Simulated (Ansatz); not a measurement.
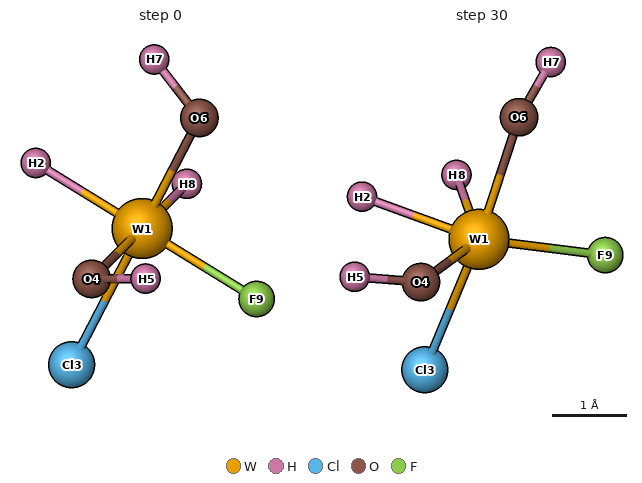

The structure of WH$_{4}$O$_{2}$ClF before (left) and after (right) a relaxation, at one scale.

A ball-and-stick model, seen from a free direction.

The run prepares the start of a later molecular dynamics calculation, from a guessed geometry.

All numbers below come from RKS PBE/def2-SVP in Ansatz 0.2.0.

Input
```yaml
crystal:
  periodic: [false, false, false]
  atoms:
    - { symbol: W, position_ang: [0.0, 0.0, 0.0] }
    - { symbol: H, position_ang: [0.0, 0.0, 1.72] }
    - { symbol: Cl, position_ang: [2.39, 0.0, 0.0] }
    - { symbol: O, position_ang: [0.0, 1.94, 0.0] }
    - { symbol: H, position_ang: [-0.6343, 2.2771, -0.71] }
    - { symbol: O, position_ang: [-1.94, 0.0, 0.0] }
    - { symbol: H, position_ang: [-2.2771, -0.1263, 0.9437] }
    - { symbol: H, position_ang: [0.0, -1.72, 0.0] }
    - { symbol: F, position_ang: [0.0, 0.0, -1.85] }
basis:
  gaussian: { orbitals: def2-SVP }
hamiltonian:
  xc: pbe
relax:
  f_tol: 0.02
  max_steps: 40
```

Command:
```bash
ansatz run input.yaml --threads 2 --pin off --max-ram 3072MiB --backend cpu --events-out ev --progress --plain --runs-dir out
```

**Describe what moved and what it gained.**

The largest move after the best rigid fit is that of H5, 1.53 Å. Largest moves by element: H 1.53 Å, F 1.09 Å, Cl 0.47 Å, W 0.37 Å, O 0.25 Å. Near-neighbour distances that change, for instance: W1–Cl3 2.390 → 2.309 Å, W1–F9 1.850 → 1.931 Å, W1–O6 1.940 → 1.878 Å, W1–O4 1.940 → 1.903 Å. Bond angles that change, for instance: O4–W1–F9 90.0° → 135.5°, O4–W1–H8 180.0° → 143.0°, H2–W1–F9 180.0° → 146.5°. The energy falls by 217.4 kJ/mol in 29 accepted moves (30 points after the start). Largest force component: 2 eV/Å at the start, 0.0057 eV/Å at the end. The line search rejected the trial step at point 17 of the run.
